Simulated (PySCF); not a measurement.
# B(OH)3: structure of the singlet

The task is one start of a wider search on B(OH)3: the singlet, from a T-shaped start. It is relaxed, tested by its Hessian and followed downhill if it is a saddle.

Computed with PySCF 2.14.0. Level: PBE0, basis B def2-TZVP, O def2-TZVP, H def2-TZVP, no relativity, density fitting.

### 1 Where the work starts

7 atoms, charge 0, spin multiplicity 1.

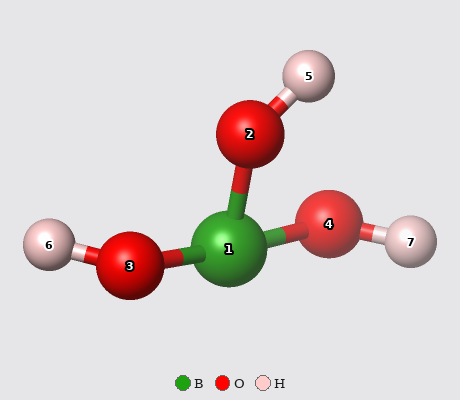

Start geometry, drawn with boron green, oxygen red, hydrogen pink; atoms are numbered from 1 in the order of the file.

Coordinates in bohr (charge 0 multiplicity 1):
```
B     0.0000    0.0000    0.0000
O     0.0000    0.0000    2.7968
O     2.7951    0.0000    0.0977
O    -2.7951    0.0000    0.0977
H    -1.3897    0.0000    3.9629
H     3.9605   -1.3897    0.1383
H    -3.9605    1.3897    0.1383
```

### 2 The SCF at the typed geometry

The steps below are one call of a driver around PySCF. For each, scf.py gives the equivalent set-up of the SCF; relaxations use the driver's own optimiser. After this first run the driver tries any further starts and a stability analysis.

Contents of scf.py:

```python
from pyscf import gto, scf, dft
mol = gto.M(atom='''
B      0.000000     0.000000     0.000000
O      0.000000     0.000000     1.480000
O      1.479100     0.000000     0.051700
O     -1.479100     0.000000     0.051700
H     -0.735400     0.000000     2.097100
H      2.095800    -0.735400     0.073200
H     -2.095800     0.735400     0.073200''',
    basis={'B': 'def2-TZVP', 'O': 'def2-TZVP', 'H': 'def2-TZVP'},
    charge=0, spin=0)
mf = dft.RKS(mol, xc='PBE0')
mf.grids.atom_grid = (50, 194)
aux = {'B': 'def2-universal-JKFIT', 'O': 'def2-universal-JKFIT', 'H': 'def2-universal-JKFIT'}
mf = mf.density_fit(auxbasis=aux)
mf.conv_tol = 1e-08
mf.diis_space = 10
mf.max_cycle = 60
mf.init_guess = 'minao'
mf.verbose = 4
mf.kernel()
```

The run is started by

```bash
$ OMP_NUM_THREADS=4 python axn.py task.json out
```

Log:

```text
init E= -252.434719494398
  HOMO = -0.375511575527103  LUMO = -0.103076227687854  gap/eV = 7.41334
cycle= 1 E= -251.84576006292  delta_E= 0.589  |g|= 1.22  |ddm|= 1.98
  HOMO = -0.0436361559536884  LUMO = -0.0145560538920222  gap/eV = 0.79131
cycle= 2 E= -251.200197304277  delta_E= 0.646  |g|= 2.18  |ddm|= 2.24
  HOMO = -0.258188952217882  LUMO = -0.0370534377339524  gap/eV = 6.01740
cycle= 3 E= -252.114918817682  delta_E= -0.915  |g|= 0.205  |ddm|= 1.65
  HOMO = -0.250204268472849  LUMO = -0.0536007933733167  gap/eV = 5.34985
cycle= 4 E= -252.120604597293  delta_E= -0.00569  |g|= 0.132  |ddm|= 0.184
  HOMO = -0.251045919271764  LUMO = -0.0495304655621673  gap/eV = 5.48351
cycle= 5 E= -252.123424325758  delta_E= -0.00282  |g|= 0.0237  |ddm|= 0.0684
  HOMO = -0.250029630934129  LUMO = -0.0468027464823884  gap/eV = 5.53009
cycle= 6 E= -252.123542436591  delta_E= -0.000118  |g|= 0.0051  |ddm|= 0.0212
  HOMO = -0.250826594291247  LUMO = -0.0471550612951468  gap/eV = 5.54218
cycle= 7 E= -252.123547762788  delta_E= -5.33e-06  |g|= 0.000916  |ddm|= 0.00519
  HOMO = -0.250923722785192  LUMO = -0.0470836163620021  gap/eV = 5.54677
cycle= 8 E= -252.12354788087  delta_E= -1.18e-07  |g|= 0.000594  |ddm|= 0.000833
  HOMO = -0.250882253928697  LUMO = -0.0470856296893345  gap/eV = 5.54559
cycle= 9 E= -252.123547939863  delta_E= -5.9e-08  |g|= 0.000156  |ddm|= 0.000383
  HOMO = -0.250887365395432  LUMO = -0.0470898065212069  gap/eV = 5.54561
cycle= 10 E= -252.123547944823  delta_E= -4.96e-09  |g|= 1.45e-05  |ddm|= 0.000115
  HOMO = -0.250883041059403  LUMO = -0.0470894301424494  gap/eV = 5.54551
Extra cycle  E= -252.123547944865  delta_E= -4.15e-11  |g|= 1.63e-05  |ddm|= 2.65e-05
converged SCF energy = -252.123547944865
```

This step, with its further starts and checks, took 5.9 s on 4 threads of Arm Neoverse V1, shared host.

The test of internal stability found no lower closed-shell solution.

### 3 Relaxing the singlet from the T-shaped start

The program finds C1 symmetry in the start. Threshold on the gradient: 0.0003 Eh/bohr, with a further test on the energy change.

scf.py, as its differences from that of step 2:

```diff
@@ -3,7 +3,7 @@
-B      0.000000     0.000000     0.000000
-O      0.000000     0.000000     1.480000
-O      1.479100     0.000000     0.051700
-O     -1.479100     0.000000     0.051700
-H     -0.735400     0.000000     2.097100
-H      2.095800    -0.735400     0.073200
-H     -2.095800     0.735400     0.073200''',
+B      0.011951     0.000000    -0.444832
+O      0.011951    -0.000000     1.035168
+O      1.491051     0.000000    -0.393132
+O     -1.467149    -0.000000    -0.393132
+H     -0.723449    -0.000000     1.652268
+H      2.107751    -0.735400    -0.371632
+H     -2.083849     0.735400    -0.371632''',
@@ -19 +18,0 @@
-mf.init_guess = 'minao'
```

Energy and gradient, step by step:

| step | energy (Eh) | change (kJ/mol) | largest gradient (Eh/bohr) |
| --- | --- | --- | --- |
| 0 | -252.123548 | 0.00 | 0.19249 |
| 1 | -252.229419 | -277.96 | 0.08646 |
| 2 | -252.283424 | -419.75 | 0.05658 |
| 3 | -252.308404 | -485.34 | 0.02725 |
| 4 | -252.311705 | -494.01 | 0.02546 |
| 5 | -252.314297 | -500.81 | 0.02281 |
| 6 | -252.315117 | -502.96 | 0.02462 |
| 7 | -252.318541 | -511.96 | 0.02201 |
| 8 | -252.319310 | -513.97 | 0.01711 |
| 9 | -252.321310 | -519.22 | 0.01430 |
| 10 | -252.322181 | -521.51 | 0.01623 |
| 11 | -252.322996 | -523.65 | 0.00821 |
| 12 | -252.323473 | -524.90 | 0.00827 |
| 13 | -252.323668 | -525.42 | 0.00391 |
| 14 | -252.323711 | -525.53 | 0.00442 |
| 15 | -252.323767 | -525.68 | 0.00205 |
| 16 | -252.323787 | -525.73 | 0.00153 |
| 17 | -252.323807 | -525.78 | 0.00124 |
| 18 | -252.323825 | -525.83 | 0.00121 |
| 19 | -252.323848 | -525.89 | 0.00106 |
| 20 | -252.323885 | -525.99 | 0.00126 |
| 21 | -252.323917 | -526.07 | 0.00127 |
| 22 | -252.323931 | -526.11 | 0.00073 |
| 23 | -252.323934 | -526.11 | 0.00107 |
| 24 | -252.323936 | -526.12 | 0.00015 |

The walk took 45 s.

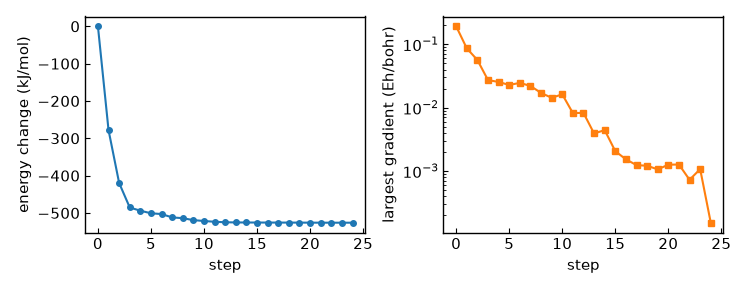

Energy and largest gradient along the walk.

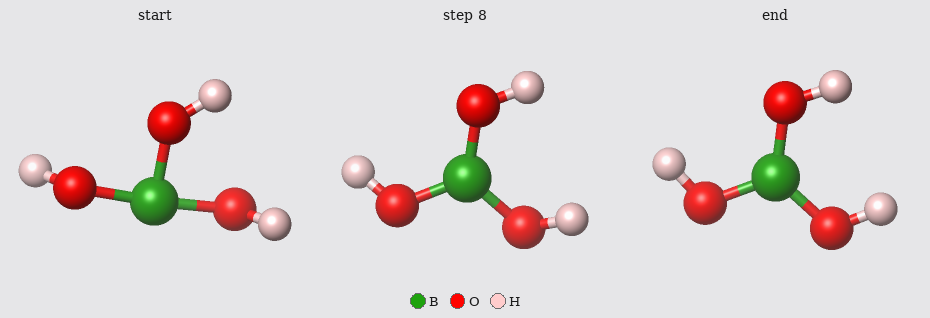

The geometry along the walk, at one scale.

It settles in Cs symmetry, 526.1 kJ/mol below the start, after 24 steps: B–O 1.360 Å, B–O 1.367 Å, B–O 1.376 Å, O–H 0.958 Å (×3); B–O–H 111.6°, B–O–H 115.3°, B–O–H 115.9°, O–B–O 116.5°, O–B–O 118.3°, O–B–O 125.2°.

### 4 Frequencies

The point is checked on the finer grid, and tightened if its gradient asks for it. The Hessian and the dipole derivatives come from central differences of analytic gradients, with steps of 0.02 bohr.

scf.py, as its differences from that of step 3:

```diff
@@ -3,7 +3,7 @@
-B      0.011951     0.000000    -0.444832
-O      0.011951    -0.000000     1.035168
-O      1.491051     0.000000    -0.393132
-O     -1.467149    -0.000000    -0.393132
-H     -0.723449    -0.000000     1.652268
-H      2.107751    -0.735400    -0.371632
-H     -2.083849     0.735400    -0.371632''',
+B     -0.006939     0.002205    -0.008480
+O      0.057725    -0.089835     1.363386
+O      1.123568    -0.241136    -0.724503
+O     -1.125874     0.321890    -0.725499
+H     -0.757249     0.088168     1.832904
+H      1.863507    -0.457864    -0.154063
+H     -1.911131     0.489665    -0.205512''',
@@ -13 +13 @@
-mf.grids.atom_grid = (50, 194)
+mf.grids.atom_grid = (75, 302)
@@ -16 +16 @@
-mf.conv_tol = 1e-08
+mf.conv_tol = 1e-10
```

The driver hands on the density of the step before, so the log starts near convergence.

Log of the central SCF (cycles and frontier levels):

```text
init E= -252.323911810888
  HOMO = -0.337278322258646  LUMO = 0.00497863707747825  gap/eV = 9.31329
cycle= 1 E= -252.323911810883  delta_E= 4.55e-12  |g|= 7.3e-06  |ddm|= 8.86e-06
  HOMO = -0.337279312530416  LUMO = 0.00497825691329012  gap/eV = 9.31330
Extra cycle  E= -252.323911810877  delta_E= 6.37e-12  |g|= 9.83e-06  |ddm|= 9.65e-06
converged SCF energy = -252.323911810877
```

The whole step took 1.8 min.

Geometry: Cs; B–O 1.360 Å, B–O 1.367 Å, B–O 1.376 Å, O–H 0.958 Å (×3); B–O–H 111.6°, B–O–H 115.3°, B–O–H 115.9°, O–B–O 116.5°, O–B–O 118.3°, O–B–O 125.2°.

Harmonic modes (main isotopes):

```csv
symmetry,ω (cm⁻¹),IR (km/mol),μ (u)
a'',295,6.7,1.08
a',443,25.4,3.87
a',458,8.6,3.96
a'',477,194,1.17
a'',524,129,1.08
a'',672,74.8,10.29
a',887,3.7,8.46
a',938,198,1.11
a',1020,194,1.43
a',1034,6.6,1.32
a',1427,463,7.38
a',1487,330,5.79
a',3913,81.1,1.07
a',3925,32.4,1.07
a',3940,81.5,1.07
```

All wavenumbers are real: a minimum.

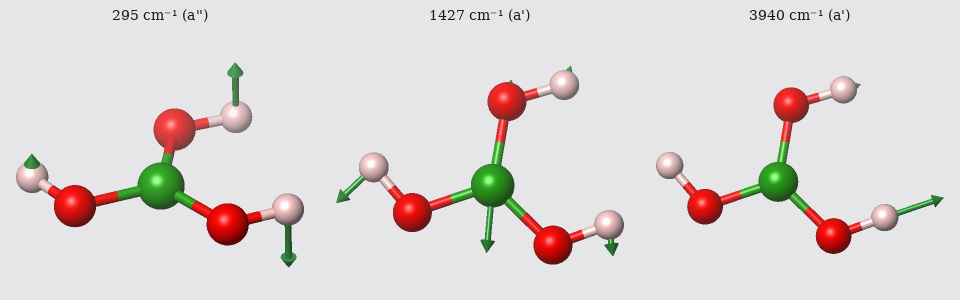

Displacements of 3 of the modes, as arrows (one member where a mode is degenerate).

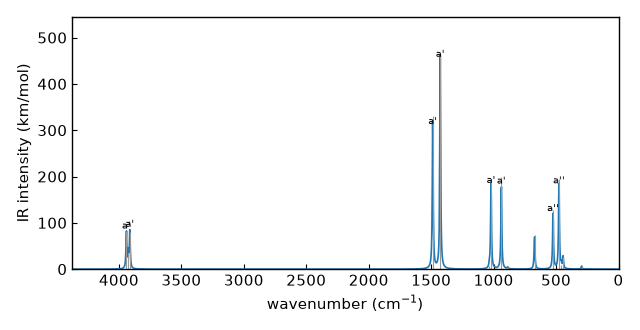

The harmonic infrared spectrum (widths in cm⁻¹). Lines are broadened to a width of 8 cm⁻¹ (Lorentzian).

Constants and moments:

| Item | Value |
| --- | --- |
| Dipole moment | 3.03 D |
| Highest occupied level | -9.18 eV |
| Lowest empty level | 0.14 eV |
| Rotational constants | 0.3383, 0.3265, 0.1662 cm⁻¹ |
| Zero-point energy | 128.2 kJ/mol |
| Principal polarisabilities | 18.7, 26.6, 29.6 bohr³ |
| Atomisation energy without zero-point energy | 3010 kJ/mol |
| Principal traceless quadrupole moments about the centre of mass | -7.54, -2.83, 10.37 D Å |
| Entropy at 298.15 K and 1 bar | 282.3 J/(mol K) |
| Heat capacity Cp at 298.15 K | 73.5 J/(mol K) |
| Enthalpy at 298.15 K above 0 K | 14.40 kJ/mol |
| Rotational symmetry number | 1 |

Charges (e) and bond orders:

```
atom  Mulliken  Löwdin  polar tensor  Mayer order to B1
  B1      0.36   -1.13          1.42                  –
  O2     -0.45    0.16         -0.77               1.27
  O3     -0.43    0.19         -0.76               1.33
  O4     -0.43    0.18         -0.76               1.30
H5,7      0.31    0.20          0.28               0.03
  H6      0.33    0.21          0.30               0.03
```

Outer orbital energies (eV). occupied: -15.84, -13.92, -12.25, -11.70, -10.52, -9.98, -9.47, -9.18; empty: 0.14, 1.77, 2.23, 2.47.

Mulliken populations on B1: s 2.67, p 1.52, d 0.39, f 0.05.

### 5 What came out

| quantity | value |
| --- | --- |
| minimum | singlet, Cs |
| geometry | B–O 1.360 Å, B–O 1.367 Å, B–O 1.376 Å, O–H 0.958 Å (×3); B–O–H 111.6°, B–O–H 115.3°, B–O–H 115.9°, O–B–O 116.5°, O–B–O 118.3°, O–B–O 125.2° |
| wavenumbers (cm⁻¹) | 295 (a''), 443 (a'), 458 (a'), 477 (a''), 524 (a''), 672 (a''), 887 (a'), 938 (a'), 1020 (a'), 1034 (a'), 1427 (a'), 1487 (a'), 3913 (a'), 3925 (a'), 3940 (a') |
| dipole moment | 3.03 D |
| highest occupied, lowest empty level | -9.18, 0.14 eV |
| polar-tensor charge of B1 | +1.42 e |
| zero-point energy | 128.2 kJ/mol |
| entropy at 298.15 K | 282.3 J/(mol K) |
| atomisation energy (no zero-point energy) | 3010 kJ/mol |

**Reading.** The T-shaped start (C1) ends in a minimum of Cs symmetry. In the infrared the band at 1427 cm⁻¹ (a') leads. Only this shape and spin were tried, so other structures or states may lie lower.

The search up to here took 2.7 min.
